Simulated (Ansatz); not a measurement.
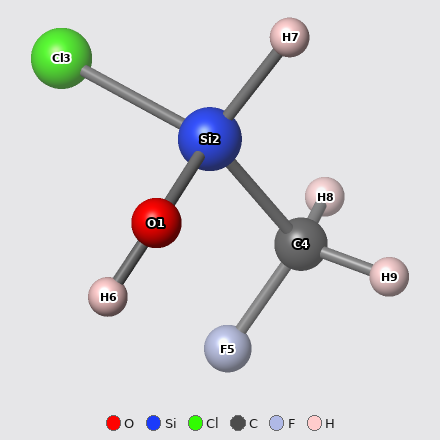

The system is CH₄ClFOSi, SMILES O[SiH](Cl)CF; the picture shows the reference structure. Coordinates scanned: (1) dihedral H6–O1–Si2–C4; (2) dihedral O1–Si2–C4–F5. Nothing is relaxed (all other coordinates rigid). Grid: 15 × 15 points. Energies are in kJ/mol, from the relaxed molecule at the same level. Method: RHF/def2-SVP (Ansatz).

Its coordinates:

```csv
atom,x (Å),y (Å),z (Å)
O,-1.5755,0.8858,0.3185
Si,0.0417,0.6841,0.4253
Cl,1.0284,2.0547,-0.7737
C,0.5152,-1.0475,-0.1690
F,-0.0848,-1.2649,-1.3873
H,-2.0285,0.7204,-0.4948
H,0.4425,0.9056,1.8172
H,1.5922,-1.1765,-0.2819
H,0.1572,-1.8080,0.5286
```

Range: dihedral H6–O1–Si2–C4 from −180 to 156°; dihedral O1–Si2–C4–F5 from −180 to 156°.

**What will the energy surface look like?**

The lowest grid point is at dihedral H6–O1–Si2–C4 = −60°, dihedral O1–Si2–C4–F5 = 60°, 0.6 kJ/mol from the relaxed molecule at the same level; the map holds 2 wells of about this depth. The bottom of the well lies between grid points, at about dihedral H6–O1–Si2–C4 = −55°, dihedral O1–Si2–C4–F5 = 50°, about 0.57 kJ/mol lower on the interpolated surface. Higher local minima lie near dihedral H6–O1–Si2–C4 = −60°, dihedral O1–Si2–C4–F5 = −60° (1.0 kJ/mol above the lowest at that grid point); dihedral H6–O1–Si2–C4 = −180°, dihedral O1–Si2–C4–F5 = −180° (1.2 kJ/mol above the lowest at that grid point); dihedral H6–O1–Si2–C4 = −84°, dihedral O1–Si2–C4–F5 = −180° (2.1 kJ/mol above the lowest at that grid point). The highest grid point, dihedral H6–O1–Si2–C4 = 36°, dihedral O1–Si2–C4–F5 = 108°, lies 27.5 kJ/mol above the lowest. On the interpolated surface the easiest way out of the lowest well to the well at about dihedral H6–O1–Si2–C4 = −55°, dihedral O1–Si2–C4–F5 = −60° passes a barrier of about 5.8 kJ/mol, counted from the interpolated bottom of the well. Round the minimum the valley is somewhat tilted: raising dihedral H6–O1–Si2–C4 shifts the best value of dihedral O1–Si2–C4–F5 downwards (coupling k₁₂/√(k₁₁k₂₂) about 0.4).

```
dihedral O1–Si2–C4–F5 ↓, dihedral H6–O1–Si2–C4 →  −180  −156  −132  −108   −84   −60   −36   −12    12    36    60    84   108   132   156
                                             156   6.4   7.1   8.0   8.0   7.6   8.4  11.4  15.7  19.4  20.7  19.6  16.8  13.2   9.7   7.1
                                             132  12.7  13.4  14.5  14.7  14.3  15.0  17.9  22.4  26.3  28.0  27.2  24.6  20.8  16.7  13.7
                                             108  13.2  13.4  14.2  14.2  13.9  14.5  17.3  21.9  26.1  28.1  27.8  25.7  22.3  18.2  14.8
                                              84   8.5   8.0   8.0   7.5   6.6   6.8   9.4  14.0  18.6  21.2  21.5  20.1  17.3  13.8  10.4
                                              60   6.3   5.7   5.1   3.6   1.6   0.6   2.2   6.7  12.1  15.7  16.9  16.1  13.9  10.9   8.1
                                              36  10.0   9.8   9.2   7.3   4.2   1.6   1.1   4.4  10.2  15.2  17.8  17.9  16.3  13.7  11.2
                                              12  14.9  15.2  15.2  13.5  10.3   6.8   4.7   5.7  10.1  15.6  19.5  20.8  20.0  17.8  15.7
                                             −12  13.8  14.4  14.9  13.9  11.3   8.4   6.3   5.8   7.9  12.0  15.7  17.5  17.4  15.9  14.3
                                             −36   6.7   7.7   8.5   8.0   6.2   4.5   3.7   3.7   4.5   6.3   8.3   9.3   9.0   7.8   6.7
                                             −60   0.9   2.4   3.7   3.6   2.5   1.6   2.1   3.5   4.6   5.1   5.3   4.7   3.4   1.7   0.6
                                             −84   1.6   3.3   5.1   5.6   5.0   4.7   5.9   8.2  10.1  10.5   9.8   8.2   5.8   3.2   1.5
                                            −108   5.7   7.0   8.8   9.8   9.9  10.2  12.0  14.9  17.1  17.7  16.8  14.8  12.0   8.8   6.3
                                            −132   6.4   7.0   8.4   9.3   9.7  10.7  13.1  16.3  18.9  19.5  18.4  16.4  13.7  10.4   7.6
                                            −156   3.0   3.2   4.0   4.5   4.8   6.0   8.8  12.5  15.3  16.0  14.9  12.6   9.9   6.9   4.2
                                            −180   1.8   2.2   2.8   2.8   2.7   3.8   6.8  10.9  14.1  15.0  13.8  11.2   8.2   5.1   2.7
```

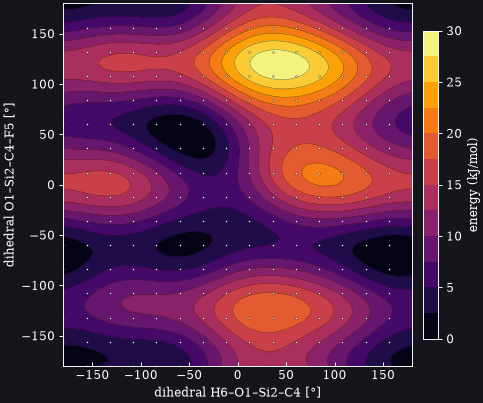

Drawn: filled contours, dots at the grid points. Between grid points the surface is interpolated.

Each point was launched as `ansatz run input.yaml --threads 1 --pin off --max-ram 2560MiB --backend cpu --events-out ev --progress --plain --runs-dir out`. The whole map (225 points run) took 7.7 min on 1 thread of Arm Neoverse V1, with other jobs on the host.
